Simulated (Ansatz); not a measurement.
# SnSe (SMILES [Se][Sn]) at B3LYP/STO-3G

Aim: the electronic atomisation energy of SnSe at B3LYP/STO-3G, from 3 runs. 

The results are computed with Ansatz 0.2.0.

57 further runs of the same task are left out: 19 that didn't finish, 38 set aside as unsound or not needed.

### Step 1. The structure to begin with

The species is SnSe (2 atoms), meant as a singlet with charge 0. SMILES: `[Se][Sn]`. The coordinates come from a PBE0-D4/def2-TZVP relaxation.

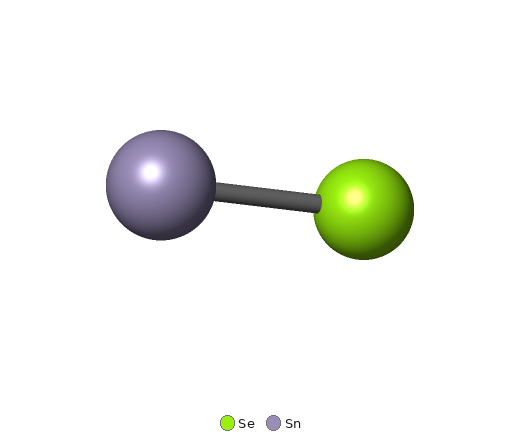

Viewed from a chosen angle; selenium green, tin purple.

### Step 2. A single-point energy at B3LYP/STO-3G

The input, input.yaml:

```yaml
crystal:
  periodic: [false, false, false]
  atoms:
    - symbol: Se
      position_ang: [0.000000, -0.000000, 0.006530]
    - symbol: Sn
      position_ang: [-0.000000, 0.000000, 2.331810]
basis:
  gaussian:
    orbitals: STO-3G
magnetization:
  spin_polarized: false
  initial_magnetization: 0
hamiltonian:
  xc: {name: B3LYP}
accuracy: high
```

Launch:

```console
$ ansatz run input.yaml --threads 1 --pin off --max-ram 3480MiB --events-out events.jsonl --progress --plain --runs-dir runs
```

The log of the run:

```text
Warning: RAYON_NUM_THREADS=1 ignored (pool sized by the plan → 1); use --threads N
Functional definition: B3LYP
  name "B3LYP"
  parameter a0 = 0.2
  parameter ax = 0.72
  parameter ac = 0.81
  exchange = (1 - a0 - ax)*slater_x + ax*b88_x + a0*exact_x
  correlation = (1 - ac)*vwn_rpa_c + ac*lyp_c
711 factors; integrals over basis functions are off by at most 1.8e-8 eV
mean field evaluation 1: about -226945.1250 eV, gradient 2.1e1 eV
mean field evaluation 2: about -226904.7172 eV, gradient 8.3e1 eV
mean field evaluation 4: about -226948.4106 eV, gradient 9.8e-1 eV
mean field evaluation 8: about -226948.4110 eV, gradient 3.3e-2 eV
mean field evaluation 16: about -226948.4110 eV, gradient 9.6e-8 eV
mean field -226948.41095704 eV, -8340.2002715131 hartree, gradient 5.4e-9 eV, S^2 0.000000; 0 other end points of the search recorded, 0 dependent functions left out
reference -226948.41098348 eV, -8340.2002724850 hartree; 42, 42 occupied and 3, 3 virtual orbitals, 711 factors
Total energy: -226948.41098348 eV, -8340.2002724850 hartree
```

Wall time 2.4 s (1 thread of Arm Neoverse V1, shared host); peak memory 0.14 GiB.

### Step 3. The Se atom at the same level

The input, input.yaml:

```yaml
crystal:
  periodic: [false, false, false]
  atoms:
    - {symbol: Se, position_ang: [0.000000, 0.000000, 0.000000]}
basis:
  gaussian: {orbitals: STO-3G}
magnetization: {spin_polarized: true, initial_magnetization: 2}
hamiltonian: {xc: {name: B3LYP}}
accuracy: high
```

Run the same way, it converges to -2374.78029 Eh (log not shown).

### Step 4. The Sn atom

The input, input.yaml:

```yaml
basis:
  gaussian:
    orbitals: STO-3G
crystal:
  periodic: [false, false, false]
  atoms:
    - symbol: Sn
      position_ang: [0.000000, 0.000000, 0.000000]
magnetization:
  spin_polarized: true
  initial_magnetization: 2
hamiltonian:
  xc: {name: B3LYP}
accuracy: high
```

Run the same way, it converges to -5965.17871 Eh (log not shown).

### Step 5. Outcome

Level: B3LYP/STO-3G.

```
                     quantity           value
       molecule: total energy  -8340.20027 Eh
        Se atom: total energy  -2374.78029 Eh
                Se atom: ⟨S²⟩           2.000
        Sn atom: total energy  -5965.17871 Eh
                Sn atom: ⟨S²⟩           2.000
electronic atomisation energy        6.565 eV
```

Taking the molecule apart into free atoms costs 6.57 eV (151 kcal/mol), before zero-point energy and without spin-orbit coupling. In a minimal basis such a difference can be off by several eV, whatever the method. Relativity is left out (molecule) although the molecule holds a heavy atom. Relativity is left out (Sn atom) although the molecule holds a heavy atom.
